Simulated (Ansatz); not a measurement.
**C₂H₇GaO₂ (SMILES C[O][GaH][O]C): density, localisation and related maps**

The calculation's input:

```
crystal:
  periodic: [false, false, false]
  atoms:
    - {symbol: C, position_ang: [-1.954156, 0.894803, 1.076992]}
    - {symbol: O, position_ang: [-0.902718, 0.262327, 1.769465]}
    - {symbol: Ga, position_ang: [0.528218, -0.391176, 0.958810]}
    - {symbol: O, position_ang: [0.495929, -0.163637, -0.807146]}
    - {symbol: C, position_ang: [1.517031, -0.595321, -1.667206]}
    - {symbol: H, position_ang: [-2.075922, 1.917733, 1.449362]}
    - {symbol: H, position_ang: [-1.788563, 0.940664, -0.004809]}
    - {symbol: H, position_ang: [-2.890228, 0.355607, 1.258424]}
    - {symbol: H, position_ang: [1.677090, -1.084765, 1.726644]}
    - {symbol: H, position_ang: [2.344781, -1.095963, -1.145846]}
    - {symbol: H, position_ang: [1.113577, -1.299310, -2.403484]}
    - {symbol: H, position_ang: [1.934950, 0.259037, -2.211217]}
basis:
  gaussian: {orbitals: def2-TZVPP}
hamiltonian: {xc: pbe0, dispersion: d4}
output: {orbitals: {seedname: orbitals}}
```

Command:

```sh
ansatz run in.yaml --threads 4 --pin off --events-out ev --progress --plain --max-ram 10444MiB
```

Geometry: PBE0-D4/def2-TZVP.

All numbers below come from RKS PBE0-D4/def2-TZVPP in Ansatz 0.2.0.

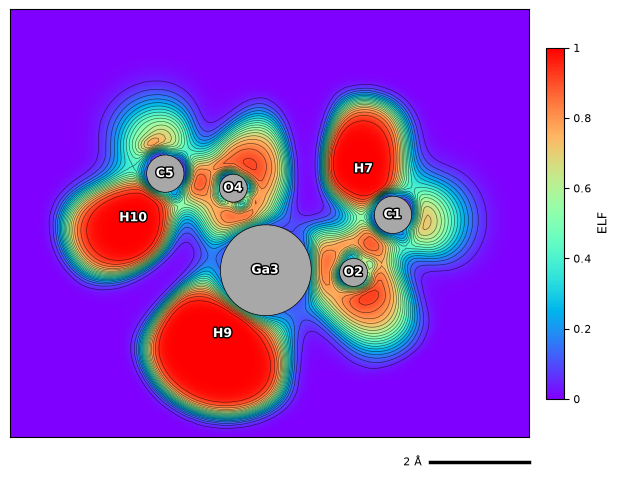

Figure 1. Electron localisation function on the plane of atoms O2, Ga3 and O4. Grey discs cover the atomic cores.

Q: Read the bonding off the picture.

A:
- Atoms in the plane: C, O, Ga and H.
- C–O (1.40 Å): the ELF peaks at about 0.90 between the atoms; a shared but strongly polarised pair.
- Ga–O (1.77 Å): the ELF peaks at about 0.85 in the valence shell of O, 0.6 Å from its nucleus, and is about 0.25 at the midpoint.
- C–H (1.10 Å): the ELF climbs to about 1 towards the hydrogen, as it does in any bond to H (an ordinary covalent bond to hydrogen).
- Ga–H (1.55 Å): the ELF climbs to about 1 towards the hydrogen.
- The ELF also peaks beside O2 and O4, away from the bonds: lone-pair regions.

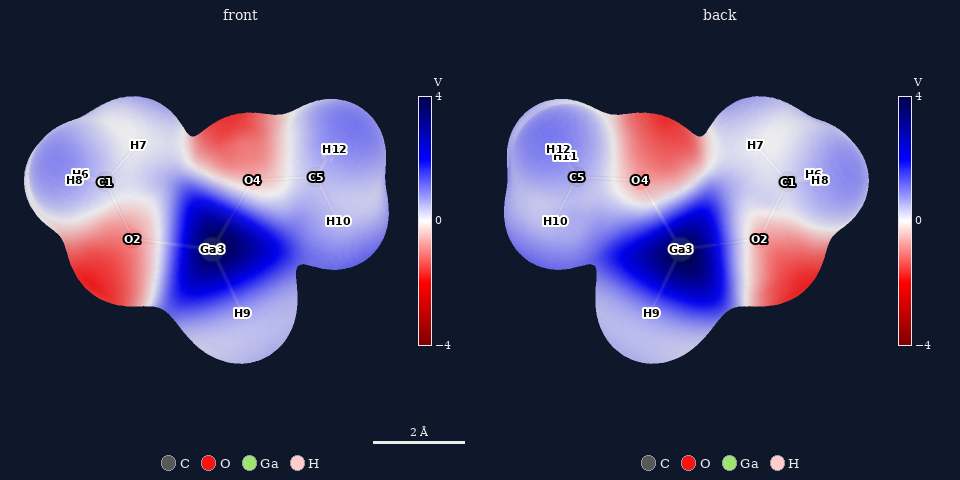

Figure 2. The electrostatic potential painted on the density surface at 0.004 e/bohr³, seen from the front and from behind; the colour scale runs from red (negative) to blue (positive).

Q: Describe the electrostatic potential map.

A: The most negative region (about −1.7 V) lies over O2, the most positive (about +3.8 V) over Ga3. O2 is the likeliest acceptor of a hydrogen bond.

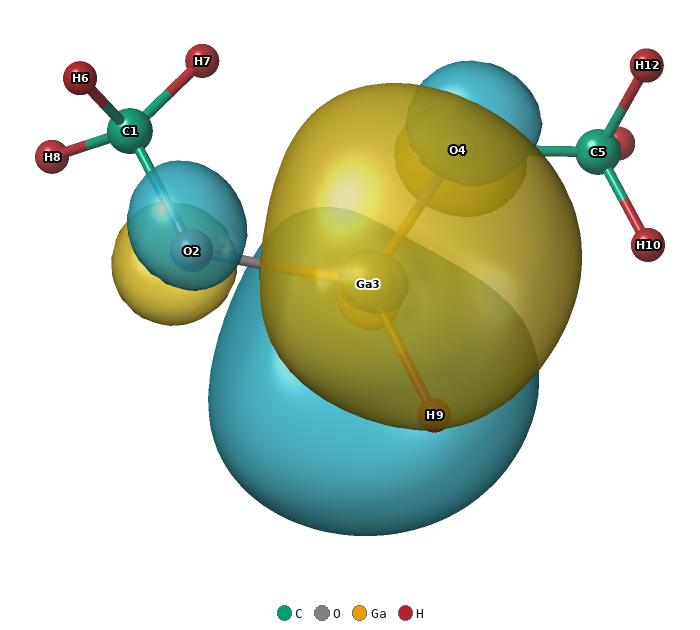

Figure 3. One frontier orbital at ±0.08 Å⁻³ᐟ² (yellow and cyan are the two phases), seen at a tilt.

Q: Which orbital is it: HOMO or LUMO?

A: The LUMO, at −0.56 eV. It lies mainly on Ga3 (about 75 %), H9 (about 10 %), O2 (about 5 %) and O4 (about 5 %).

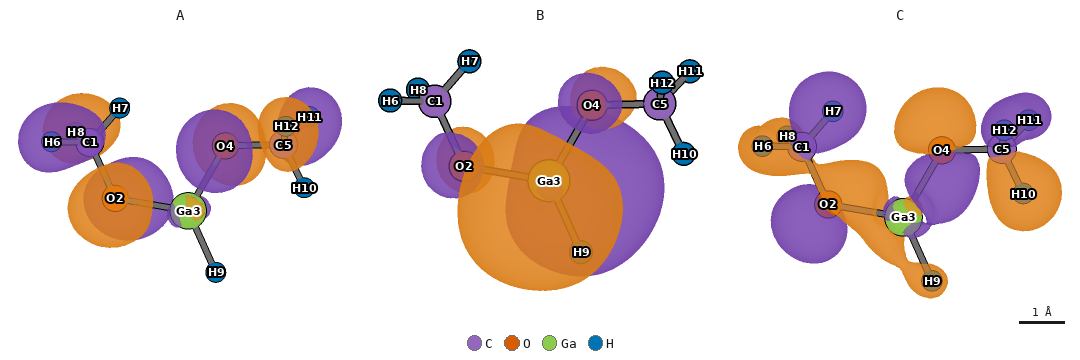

Figure 4. Three frontier orbitals at ±0.08 Å⁻³ᐟ² (orange and purple are the two phases), in no order.

Q: Which picture is the HOMO−1, the HOMO and the LUMO?

A: C is the HOMO−1 (−8.02 eV). It lies mainly on O4 (about 30 %), O2 (about 30 %), Ga3 (about 10 %), C1 (about 10 %) and C5 (about 5 %). A is the HOMO (−7.63 eV). It lies mainly on O2 (about 40 %), O4 (about 25 %) and C1 (about 10 %). B is the LUMO (−0.56 eV). It lies mainly on Ga3 (about 75 %), H9 (about 10 %), O2 (about 5 %) and O4 (about 5 %).

Q: What is the HOMO–LUMO gap?

A: 7.07 eV between the orbital energies.
